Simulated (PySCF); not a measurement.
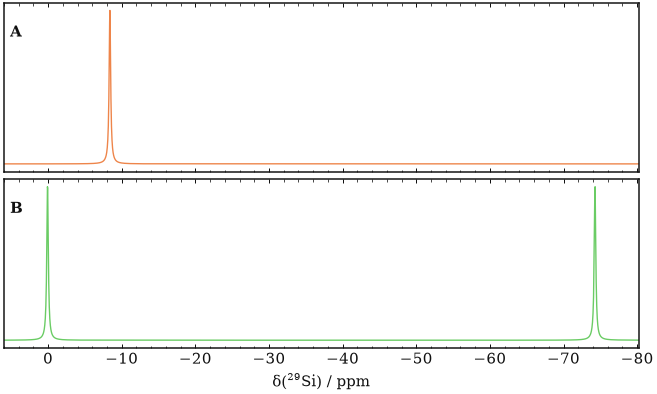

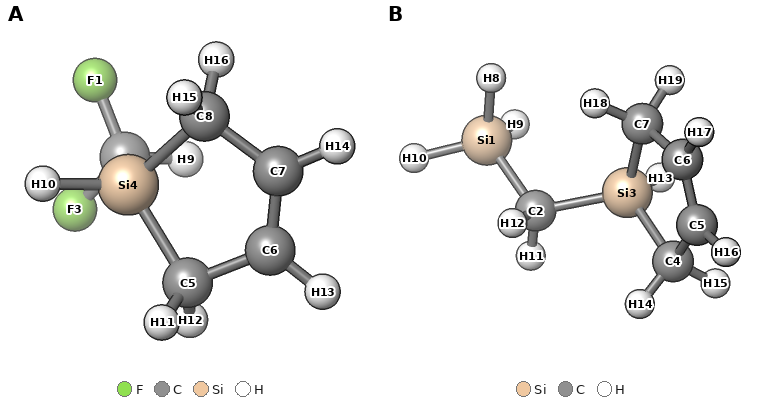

Related molecules: A is C₅H₈F₂Si, SMILES FC(F)[SiH]1CC=CC1; B is C₅H₁₂Si₂, SMILES [SiH3]C[SiH]1CC=CC1. GIAO ²⁹Si shifts against TMS, PBE/pcSseg-1 with PySCF 2.14.0, at a PBE0-D3(BJ)/def2-SVP geometry (no frequency check); fully decoupled, line heights follow the number of nuclei within a panel, widths are arbitrary (no quadrupolar broadening); values of one conformer, averaged over nuclei that symmetry, rotation about single bonds or ring flips exchange, these motions taken as fast; other conformers aren't averaged in.

### Assign the ²⁹Si signals of each molecule.

A: −8.4 (Si4)
B: 0.1 (Si3); −74.3 (Si1)
